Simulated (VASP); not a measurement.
Band structure of YZnGa (space group P6_3/mmc). Level of theory: PBEsol GGA, VASP's PBE PAW potentials (set 64) (plane waves; VASP).

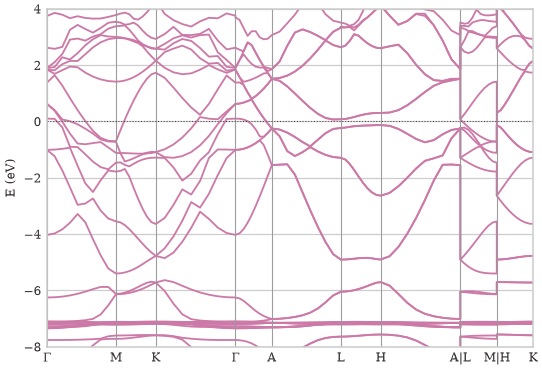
Fig. 1. Bands along high-symmetry lines, zero at the valence-band maximum or, without a gap, the Fermi level

### Question
Read the plot: is there a gap, and where are the band edges?

### Answer
It has no gap at this level: it comes out as a metal or semimetal. (Edges off the drawn lines would not show.)

The structure comes from a computed database's YZnGa entry (P6_3/mmc); how it stands against other phases isn't given here. It was relaxed first.
